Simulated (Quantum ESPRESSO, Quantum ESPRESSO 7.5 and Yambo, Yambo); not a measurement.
**Excitons of GaP (F-43m): kernels and approximations**

Wanted: excitons and ε₂ of GaP (F-43m), with cost.

Method: PBE and many-body steps on it, plane waves, in Quantum ESPRESSO 7.5 and Yambo 5.3.0.

### Step 1. Set-up

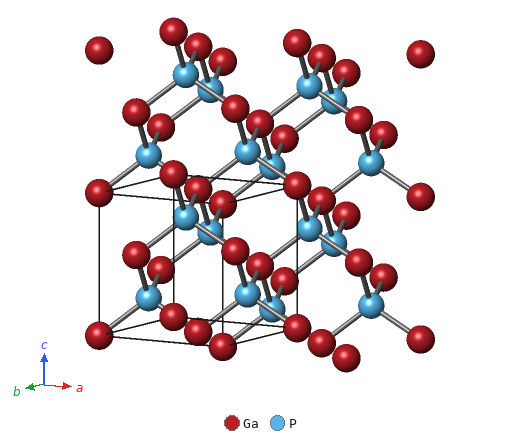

Start, viewed from a free direction; gallium red, phosphorus blue. 2×1×2 cells are drawn. This picture shows the conventional cell, with its axes. Bonds to atoms that aren't drawn are left out. Some periodic images of atoms are drawn too.

Structure file:

```cif
data_structure
_symmetry_space_group_name_H-M 'P 1'
_symmetry_Int_Tables_number 1
_cell_length_a 3.8541
_cell_length_b 3.8541
_cell_length_c 3.8541
_cell_angle_alpha 60.000
_cell_angle_beta 60.000
_cell_angle_gamma 60.000
_cell_volume 40.48
loop_
_atom_site_label
_atom_site_type_symbol
_atom_site_fract_x
_atom_site_fract_y
_atom_site_fract_z
_atom_site_occupancy
Ga1 Ga 0.00000 0.00000 0.00000 1
P2 P 0.25000 0.25000 0.25000 1
```

The cell and positions come from the Crystallography Open Database and are kept as given unless a step says otherwise.

### Step 2. Empty states on the mesh, 4×4×4 mesh, 104 bands

This step: Quantum ESPRESSO 7.5; DFT, PBE, plane waves, norm-conserving pseudopotentials.

The sums over transitions need many empty states on a uniform mesh; this step solves for them.

File pw.in:

```
&control
  calculation = 'nscf'
  prefix = 'x'
  outdir = 'o'
  pseudo_dir = 'pseudo'
/
&system
  ibrav = 0
  nat = 2
  ntyp = 2
  ecutwfc = 104.0
  nbnd = 104
  force_symmorphic = .true.
/
&electrons
  conv_thr = 1e-9
  electron_maxstep = 80
  diago_full_acc = .true.
  diago_thr_init = 5e-6
/
ATOMIC_SPECIES
  Ga 69.723 Ga.upf
  P 30.974 P.upf
CELL_PARAMETERS angstrom
  0.0000000000 2.7252500000 2.7252500000
  2.7252500000 0.0000000000 2.7252500000
  2.7252500000 2.7252500000 0.0000000000
ATOMIC_POSITIONS crystal
  Ga 0.0000000000 0.0000000000 0.0000000000
  P 0.2500000000 0.2500000000 0.2500000000
K_POINTS automatic
  4 4 4 0 0 0
```

The run is started by

```bash
$ OMP_NUM_THREADS=1 mpirun -n 4 pw.x -nk 4 -in pw.in > pw.out
```

Output:

```text
Program PWSCF v.7.5 starts

     This program is part of the open-source Quantum ESPRESSO suite
     for quantum simulation of materials; please cite
         "P. Giannozzi et al., J. Phys.:Condens. Matter 21 395502 (2009);
         "P. Giannozzi et al., J. Phys.:Condens. Matter 29 465901 (2017);
         "P. Giannozzi et al., J. Chem. Phys. 152 154105 (2020);
     in publications or presentations arising from this work. More details at

     Atomic positions and unit cell read from directory:
     o/x.save/

     Message from routine setup:
[...]
k =-0.3536-0.3536 0.3536 (  4910 PWs)   bands (ev):

[...]
89.0622  89.0622  90.3732  92.5656  92.7730  92.7730  92.7804  94.3380
    94.3380  94.4618  95.0441  95.0441  98.4181  98.8962  98.8962  99.3249

          k = 0.3536 0.0000 0.0000 (  4865 PWs)   bands (ev):

     [... further k-points ...]

     highest occupied, lowest unoccupied level (ev):     8.2046    9.8577

     XML data file, pseudopotentials, collected wavefunctions

=------------------------------------------------------------------------------=
   JOB DONE.
=------------------------------------------------------------------------------=
```

It took 7.4 s on 4 MPI ranks of Arm Neoverse V2, shared host; peak memory 0.39 GiB; 29 s of CPU time.

Numbers from this step:

```yaml
gap: 1.653 eV
k_of_the_valence_top: 0, 0, 0
k_of_the_conduction_bottom: 0, -0.5, -0.5
least_direct_gap: 1.818 eV
k_points_computed: 8
lowest_point_of_the_top_converged_band_above_the_valence_top: 88.6883 eV
```

On this mesh the gap is 1.653 eV.

The density comes from a self-consistent run that is not shown.

### Step 3. Conversion and set-up

This step: Yambo 5.3.0; conversion and set-up on PBE, plane waves, norm-conserving pseudopotentials.

The states are converted to the many-body program's format and the q mesh is built.

The run is started by

```bash
$ (cd o/x.save; p2y > p2y.log; mv SAVE ../..); yambo > setup.log
```

Output:

```text
 Yambo, version 5.3.0

 [02] CORE Variables Setup
 =========================

  [02.01] Unit cells
  ==================

  Cell kind             :  FCC
  Atoms in the cell     :  Ga  P
  number of Ga atoms    :  1
  number of P  atoms    :  1

  List of atomic masses
  Mass of Ga    :  69.72300
  Mass of P     :  30.97400

  List of atomic coordinates    : [cc]
  Ga1       :  0.000000  0.000000  0.000000  order 1
  P1       :  2.574988  2.574988  2.574988  order 2

  Alat factors          :  5.149976  5.149976  5.149976 [a.u.]
  Direct lattice volume :  273.1780 [a.u.]
[...]
==========================================

 IBZ Q-points                                      :   8
 BZ  Q-points                                      :   64

 K/Q-points units:
 rlu = crystal or reduced units; cc = cartesian coordinates; iku = interal k-units

 Q [1]          [rlu]:  0.000000  0.000000  0.000000
 Q [2]          [rlu]: -0.25926E-17 -0.25926E-17  0.25000
 Q [3]          [rlu]:  0.51853E-17  0.51853E-17 -0.50000
[...]
Q [7]          [rlu]: -0.34504E-17 -0.50000     -0.50000
 Q [8]          [rlu]:  0.250000 -0.500000 -0.250000

  [03.01] X indexes
  =================

   [03.01.01] Sigma indexes
   ========================

 [06] Game Over & Game summary
```

It took 3.2 s on 1 MPI rank; peak memory 0.25 GiB.

### Step 4. Screening and self-energy, 4×4×4 mesh, 104 bands, screening to 163.3 eV

Now the one-shot GW correction: screening in the RPA, then the self-energy of the levels asked for.

This step: G0W0 on PBE, plane waves, norm-conserving pseudopotentials.

File gw1.in:

```
HF_and_locXC
gw0
dyson
ppa
em1d
rim_cut
RandQpts= 1000000
RandGvec= 1 RL
EXXRLvcs= 104 Ry
VXCRLvcs= 416 Ry
Chimod= "HARTREE"
% BndsRnXp
 1 | 104 |
%
NGsBlkXp= 12 Ry
% LongDrXp
 1 | 1 | 1 |
%
% GbndRnge
 1 | 104 |
%
DysSolver= "n"
ExtendOut
PPAPntXp= 27.21138 eV
% QPkrange
 1 | 1 | 12 | 15 |
 7 | 7 | 12 | 15 |
%
```

The run is started by

```bash
$ OMP_NUM_THREADS=1 mpirun -n 4 yambo -F gw1.in -J gw1 -C gw1 > gw1.log
```

Output:

```text
 Yambo, version 5.3.0

 [02] CORE Variables Setup
 =========================

  [... cell, symmetries and grids as in the set-up ...]

  [02.05] Energies & Occupations
  ==============================

  [X] === General ===
  [X] Electronic Temperature                        :  0.000000  0.000000 [eV K]
  [X] Bosonic    Temperature                        :  0.000000  0.000000 [eV K]
  [X] Finite Temperature mode                       : no
  [X] El. density                                   :  0.64228E+24 [cm-3]
[...]
QP @ state[ 1 ] b range                          :  12  15
   QP @ state[ 2 ] K range                          :   7   7
   QP @ state[ 2 ] b range                          :  12  15
   GF energies kind                                 : Perdew, Burke & Ernzerhof(X)+Perdew, Burke & Ernzerhof(C)
   GF WF`s kind                                     : Perdew, Burke & Ernzerhof(X)+Perdew, Burke & Ernzerhof(C)
   Xs energies kind                                 : Perdew, Burke & Ernzerhof(X)+Perdew, Burke & Ernzerhof(C)
   Xs WF`s kind                                     : Perdew, Burke & Ernzerhof(X)+Perdew, Burke & Ernzerhof(C)

 [11] Game Over & Game summary
```

Wall time 71 s (4 MPI ranks); peak memory 1.7 GiB; 4.7 min of CPU time.

This step gave:

| Property | Result |
| --- | --- |
| G0W0 gap on the points computed | 2.251 eV |
| starting gap on the mesh | 1.653 eV |
| k of the valence top | 0, 0, 0 |
| k of the conduction bottom | 0, -0.5, -0.5 |
| least direct G0W0 gap on the computed points | 2.701 eV |

The gap on the mesh goes from 1.65 eV to 2.25 eV, a correction of +0.60 eV.

The gap opens by 0.598 eV; the next steps shift the empty bands rigidly by 0.884 eV, the correction at the start's least direct gap.

### Step 5. Empty states on the mesh, 4×4×4 mesh, 22 bands

This step: Quantum ESPRESSO 7.5; DFT, PBE, plane waves, norm-conserving pseudopotentials.

pw.in: that of step 2 with these lines changed.

```diff
@@ -11,3 +11,3 @@
   ecutwfc = 104.0
-  nbnd = 104
+  nbnd = 22
   force_symmorphic = .true.
```

The run is started by

```bash
$ OMP_NUM_THREADS=1 mpirun -n 4 pw.x -nk 4 -in pw.in > pw.out
```

Output:

```text
[banner, memory and clock lines left out]
Program PWSCF v.7.5 starts

     Atomic positions and unit cell read from directory:
     o/x.save/

     Message from routine setup:
     using ibrav=0 with symmetry is DISCOURAGED, use correct ibrav instead

     G-vector sticks info

     bravais-lattice index     =            0
     lattice parameter (alat)  =       7.2832  a.u.
     unit-cell volume          =     273.1780 (a.u.)^3
     number of atoms/cell      =            2
     number of atomic types    =            2
     number of electrons       =        26.00
[...]
-135.1871 -85.9118 -85.9118 -85.9117  -6.3791  -6.3203  -6.3203  -6.2361
    -6.2361  -3.5122   4.3287   7.5424   7.5424  10.3580  12.9459  12.9459
    14.5489  17.1496  17.1496  18.1348  21.2975  24.3939

          k =-0.3536-0.3536 0.3536 (  4910 PWs)   bands (ev):

  -135.1871 -85.9119 -85.9118 -85.9118  -6.4174  -6.3105  -6.3105  -6.2299
    -6.2299  -2.2221   1.5720   7.0869   7.0869   9.8744  12.9203  12.9203
    16.4886  19.0885  19.8199  19.8199  21.7867  21.7867

          k = 0.3536 0.0000 0.0000 (  4865 PWs)   bands (ev):

     [... further k-points ...]

     highest occupied, lowest unoccupied level (ev):     8.2046    9.8577

     XML data file, pseudopotentials, collected wavefunctions
```

Wall time 1.7 s (4 MPI ranks); peak memory 0.06 GiB; 6.6 s of CPU time.

Numbers from this step:

```
gap                                                           : 1.653 eV
k of the valence top                                          : 0, 0, 0
k of the conduction bottom                                    : 0, -0.5, -0.5
least direct gap                                              : 1.818 eV
k points computed                                             : 8
lowest point of the top converged band, above the valence top : 12.45 eV
```

On this mesh the gap is 1.653 eV.

### Step 6. Conversion and set-up

This step: Yambo 5.3.0; conversion and set-up on PBE, plane waves, norm-conserving pseudopotentials.

The run is started by

```bash
$ (cd o/x.save; p2y > p2y.log; mv SAVE ../..); yambo > setup.log
```

Output:

```text
 Yambo, version 5.3.0

 [02] CORE Variables Setup
 =========================

  [02.01] Unit cells
  ==================

  Cell kind             :  FCC
  Atoms in the cell     :  Ga  P
  number of Ga atoms    :  1
  number of P  atoms    :  1

  List of atomic masses
  Mass of Ga    :  69.72300
  Mass of P     :  30.97400

  List of atomic coordinates    : [cc]
  Ga1       :  0.000000  0.000000  0.000000  order 1
  P1       :  2.574988  2.574988  2.574988  order 2

  Alat factors          :  5.149976  5.149976  5.149976 [a.u.]
  Direct lattice volume :  273.1780 [a.u.]
[...]
==========================================

 IBZ Q-points                                      :   8
 BZ  Q-points                                      :   64

 K/Q-points units:
 rlu = crystal or reduced units; cc = cartesian coordinates; iku = interal k-units

 Q [1]          [rlu]:  0.000000  0.000000  0.000000
 Q [2]          [rlu]: -0.25926E-17 -0.25926E-17  0.25000
 Q [3]          [rlu]:  0.51853E-17  0.51853E-17 -0.50000
[...]
Q [7]          [rlu]: -0.34504E-17 -0.50000     -0.50000
 Q [8]          [rlu]:  0.250000 -0.500000 -0.250000

  [03.01] X indexes
  =================

   [03.01.01] Sigma indexes
   ========================

 [06] Game Over & Game summary
```

Wall time 2.7 s (1 MPI rank); peak memory 0.25 GiB.

(Part 1 of 4 ends here.)

[Paths, hosts, dates, memory and timing lines, banners, echoed tables and standing remarks are left out of the program output.]

[Logs are printed without paths, hosts, clocks, repeated set-up lines and the standing remarks that a program may print on its own settings, such as how far it seeks lower states.]

[Runs of the session that timed out or met a known fault of the program may be left out.]

[Hosts, paths, dates, database ids (printed as entryN), source tags and the programs' standing remarks are cut or masked in the printed files.]
